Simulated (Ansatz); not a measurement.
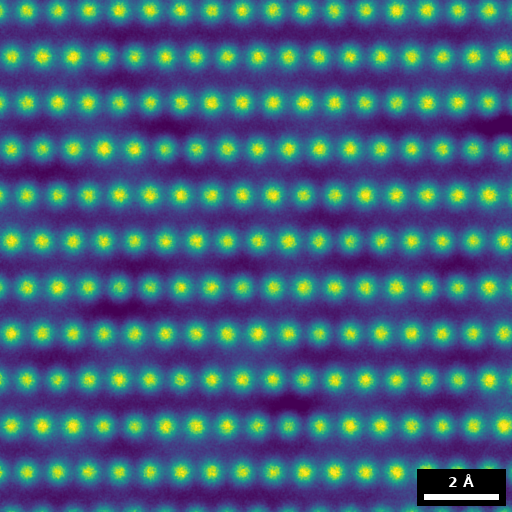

Dark-field STEM-like image of Ni (Fm-3m, No. 225). The image is simulated as a sum over atoms of Z^1.7, blurred by a 0.50 Å probe (no channelling). Shot noise and the speckle of an amorphous layer were added. Model: the input geometry of an electronic-structure calculation (not necessarily at equilibrium).

```
CELL_PARAMETERS angstrom
3.57094 0.00000 0.00000
0.00000 3.57094 0.00000
0.00000 0.00000 3.57094
ATOMIC_POSITIONS crystal
Ni 0.00000 0.00000 0.00000
Ni 0.00000 0.50000 0.50000
Ni 0.50000 0.00000 0.50000
Ni 0.50000 0.50000 0.00000
```

> Along which zone axis is the crystal seen: [001], [210], [111] or [221]? (Directions equivalent by symmetry count as one.)

[221]. The projected cells are 1.79 × 1.79 Å, 90° for [001]; 0.80 × 1.79 Å, 90° for [210]; 1.46 × 1.46 Å, 120° for [111]; 0.84 × 1.33 Å, 108° for [221], and the image repeats as the [221] one does.
